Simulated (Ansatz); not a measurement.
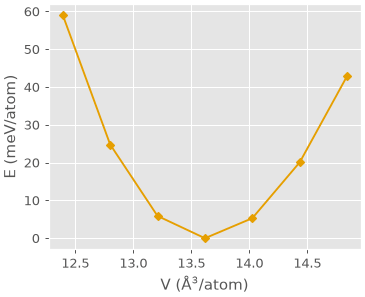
*Ti2AlC in space group P6_3/mmc (No. 194; Ti on 4f, Al on 2d, C on 2a) under volume change, plane-wave PAW PBEsol (Ansatz code), shape and atoms relaxed at each volume.*

### Question
What does a third-order Birch–Murnaghan fit give for V₀, B₀ and B′?

### Answer
V₀ = 13.62 Å³/atom, B₀ = 145 GPa, B′ = 4.3.

The first step of the workflow began from a Materials Project structure, measured or hypothetical; the Crystallography Open Database copy checked does not list it. Its standing as an ambient phase is unchecked. The cell was relaxed with PBEsol under the symmetry of its start; its stability against distortions is not shown here. No spin polarisation was allowed.

Potentials: the later of the program's two PAW sets.
